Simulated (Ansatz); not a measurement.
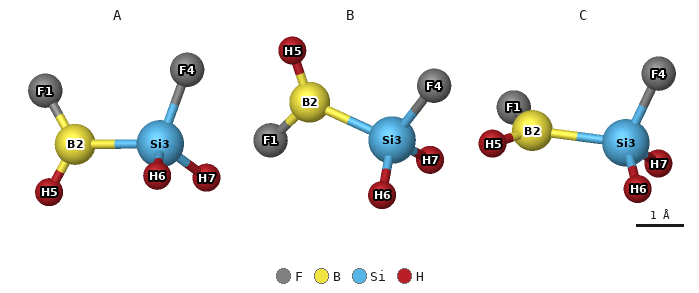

3 geometries from a converged minimum-energy path of BSiH3F2, shuffled. Style: ball-and-stick. Shown from a free direction.

Level of theory: RKS B3LYP-D4/6-31G (Ansatz 0.2.0). Set-up: 7 movable images; climbing image; force threshold 0.05 eV/Å; iteration limit 60; starting path through a guess of the saddle point.

### Which frame is the top of the path?

C. In order along the path, whose images run from 0 to 8: A (image 0, 0.0 kJ/mol), C (image 4, +5.6 kJ/mol), B (image 8, −1.7 kJ/mol). The motion is a rotation about the B2–Si3 bond by about 180°. No bond forms or breaks between the ends. Among the angles between lasting bonds that change up to the highest image: Si3–B2–H5 120.9° → 124.9°, F1–B2–Si3 121.8° → 118.2°.

Limits of the set-up: the basis has no polarisation functions, which atoms past neon need.

Cost: 71 s on 1 thread of Intel(R) Xeon(R) 6975P-C (Granite Rapids), on a shared host, peak memory 0.12 GiB.
